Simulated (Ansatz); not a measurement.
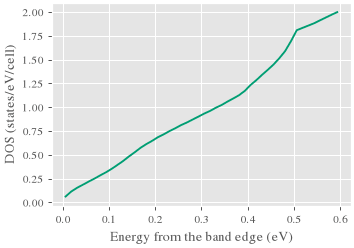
Fig. 1. Density of states of ScCuO2 (R-3m) above the conduction band minimum, PBEsol, rigid bands run with Ansatz (a quantum-chemistry and plane-wave program); cell volume 50.1 Å³.

What effective density of states at 300 K does this give (∫ g(E) exp(−E/k_BT) dE, both spins, divided by the cell's size)?

6.5e19 cm⁻³, a density-of-states mass of 1.89 mₑ, valleys and band degeneracy included.

Spin-orbit coupling is left out. Geometry: cell and atoms relaxed with PBEsol.

Formula and space group known from diffraction (Crystallography Open Database), not checked to be the room-temperature form: ScCuO2 (R-3m).
